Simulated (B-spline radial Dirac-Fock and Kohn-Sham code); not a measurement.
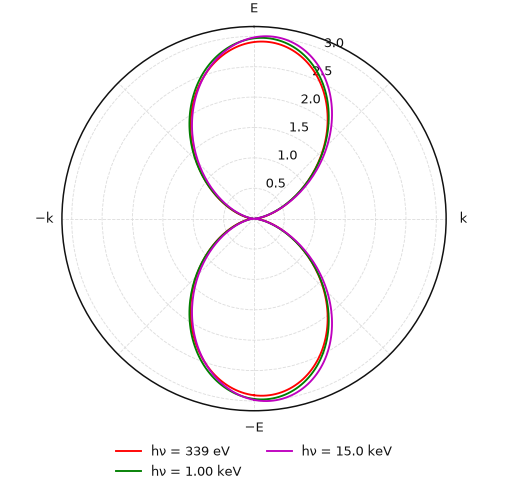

Angular distribution of photoelectrons from N1 (4s) in the plane of the polarisation E (up) and the photon direction k (right), relative to an isotropic one. Species: the neodymium atom. Computed with a B-spline radial atomic code: a Dirac–Hartree–Slater potential; 1 + βP₂(cos θ) + (δ + γ cos²θ) sin θ cos φ with E1 and E1–E2 terms. Open shells are averaged over j.

Summarise the result.

At 339 eV, β = 1.906, γ = 0.368 and δ = 0.001. At 1.00 keV, β = 1.967, γ = 0.373 and δ = 0.000. At 15.0 keV, β = 1.982, γ = 0.593 and δ = −0.001. At 15.0 keV the emission 45° forward of E is 1.3 times that 45° backward, and the lobe peaks 6.0° from E towards k.
